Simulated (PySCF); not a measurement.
# HfSe₂⁻: structure of the doublet

The task is one start of a wider search on HfSe₂⁻: the doublet, from a PBE minimum start. It is relaxed, tested by its Hessian and followed downhill if it is a saddle.

Method: PBE, basis Hf def2-SVPD with ECP60, Se def2-SVPD, scalar-relativistic core potentials, no spin–orbit coupling, density fitting; program: PySCF 2.14.0.

### Step 1. Where the work starts

3 atoms, charge -1, spin multiplicity 2.

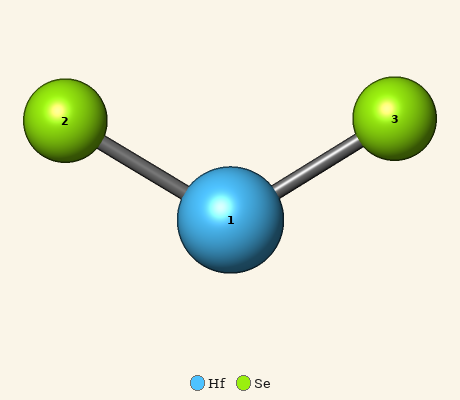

The starting geometry (hafnium blue, selenium green); atoms are numbered from 1 in the order of the file.

```xyz
3
charge -1 multiplicity 2
Hf   -0.5931    0.0000    0.0000
Se    0.6678    2.0690    0.0000
Se    0.6678   -2.0690    0.0000
```

### Step 2. The SCF at the typed geometry

One driver script runs all steps and calls PySCF; scf.py shows how it sets up the SCF of each step. The optimiser is the driver's own. After this first run the driver tries any further starts and a stability analysis.

Contents of scf.py:

```python
from pyscf import gto, scf, dft
mol = gto.M(atom='''
Hf    -0.593140    -0.000000    -0.000000
Se     0.667790     2.069010     0.000000
Se     0.667790    -2.069010    -0.000000''',
    basis={'Hf': 'def2-SVPD', 'Se': 'def2-SVPD'},
    ecp={'Hf': 'def2-SVPD'},
    charge=-1, spin=1)
mf = dft.UKS(mol, xc='PBE')
mf.grids.atom_grid = (50, 194)
aux = {'Hf': 'def2-universal-JKFIT', 'Se': 'def2-universal-JKFIT'}
mf = mf.density_fit(auxbasis=aux)
mf.conv_tol = 1e-08
mf.diis_space = 10
mf.max_cycle = 60
mf.init_guess = 'minao'
mf.verbose = 4
mf.kernel()
```

Run with:

```console
> OMP_NUM_THREADS=4 python axn.py task.json out
```

After this run come: PBE minimum start, doublet: relaxation; Frequencies.

Before running it: what results should come out? Wanted: minimum; geometry; wavenumbers; dipole moment; highest occupied, lowest empty level; polar-tensor charge of Hf1; zero-point energy; ⟨S²⟩.

**Answer**, as computed:

| quantity | value |
| --- | --- |
| minimum | doublet, C2v |
| geometry | Hf–Se 2.424 Å (×2); Se–Hf–Se 118.0° |
| wavenumbers (cm⁻¹) | 72 (a1), 272 (a1), 285 (b2) |
| dipole moment (centre of mass) | 4.14 D |
| highest occupied, lowest empty level (either spin) | -0.43, 0.54 eV |
| polar-tensor charge of Hf1 | +0.64 e |
| zero-point energy | 3.8 kJ/mol |
| entropy at 298.15 K | 335.5 J/(mol K) |
| ⟨S²⟩ | 0.756 |

The PBE minimum start keeps its C2v symmetry and ends in a minimum. In the infrared the band at 285 cm⁻¹ (b2, stretch) leads. Most of the spin sits on Hf1 (Mulliken spin 1.12, against 1 for the whole molecule). Other starts or spin states, not run here, may lie lower. One determinant may miss the lowest occupation of an open d or f shell. Spin–orbit coupling, left out here, can matter for elements this heavy.
